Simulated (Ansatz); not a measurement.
# GeI2 (quintet): what the fields show

Input file:

```
crystal:
  periodic: [false, false, false]
  atoms:
    - {symbol: Ge, position_ang: [0.000677, 0.000523, -0.000363]}
    - {symbol: I, position_ang: [-1.646609, 0.668838, -2.105841]}
    - {symbol: I, position_ang: [1.645932, -0.669361, 2.106204]}
basis:
  gaussian: {orbitals: def2-TZVP, initial_orbitals: start.molden}
magnetization: {spin_polarized: true, initial_magnetization: 4}
hamiltonian: {xc: pbe0, dispersion: d4}
scf: {omitted_lower_state_checks: [starts]}
output: {orbitals: {seedname: orbitals}}
```

Run with:

```sh
ansatz run in.yaml --threads 4 --pin off --events-out ev --progress --plain --max-ram 3916MiB
```

Geometry: B3LYP-D4/def2-TZVP; core potentials replace the inner electrons of I.

The calculation used UKS PBE0-D4/def2-TZVP (Ansatz 0.2.0).

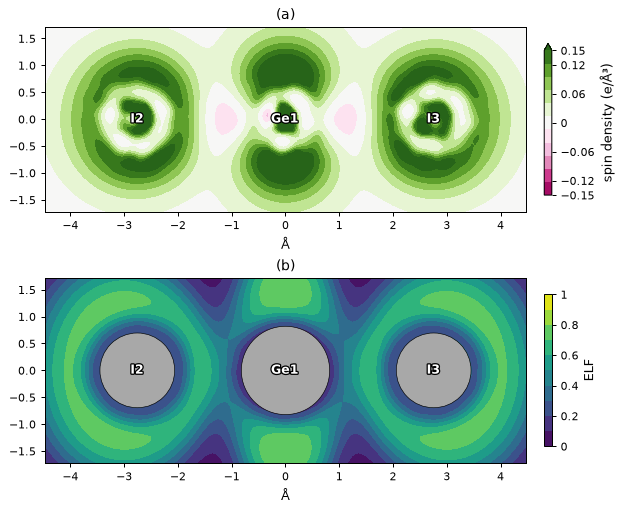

Figure 1. (a) spin density (α minus β); (b) electron localisation function on a plane that holds the molecular axis. Grey discs cover the atomic cores in the ELF map.

> Interpret the plot.

- The section cuts through Ge and I sites.
- Ge–I (2.76 Å): the ELF peaks at about 0.65 in the valence shell of I, 1.2 Å from its nucleus, and is about 0.60 at the midpoint.
- The unpaired spin (4 electrons) lies mostly on Ge1 (about 2.0), I2 (about 1.0) and I3 (about 1.0), in electrons by Hirshfeld's partition.

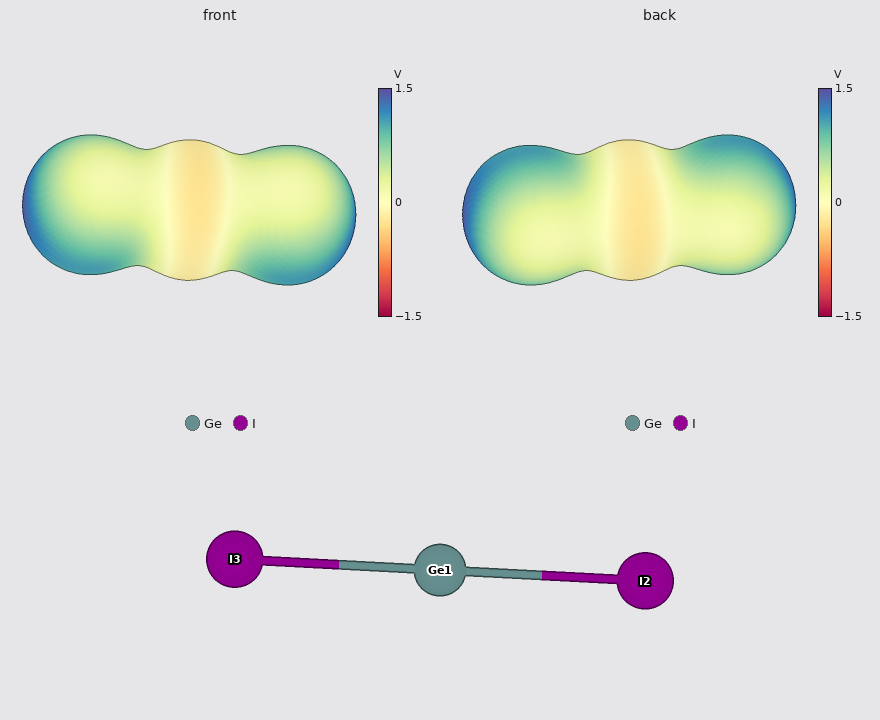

Figure 2. The electrostatic potential painted on the density surface at 0.004 e/bohr³, seen from the front and from behind; the colour scale runs from red (negative) to blue (positive). The bare structure is drawn below in the same view.

> Which sites attract a positive test charge, and which a negative one?

A positive charge is drawn to the negative regions and a negative charge to the positive ones. The most negative region (about −0.3 V) lies over Ge1, the most positive (about +1.4 V) over I2 and I3. I2 shows a σ-hole: about +1.4 V at the tip opposite its bond, against about +0.6 V on its flanks. I3 shows a σ-hole: about +1.4 V at the tip opposite its bond, against about +0.6 V on its flanks.

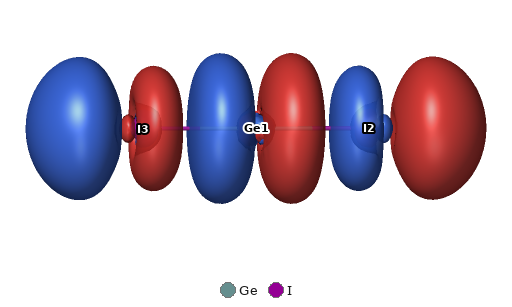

Figure 3. The LUMO (α) at ±0.05 Å⁻³ᐟ² (blue and red are the two phases), seen from one side.

> Where does this orbital lie, and at what energy?

By Hirshfeld shares it lies mainly on Ge1 (about 50 %), I2 (about 25 %) and I3 (about 25 %); it is of σ type; it is ungerade (odd under inversion). Its energy is −0.54 eV.
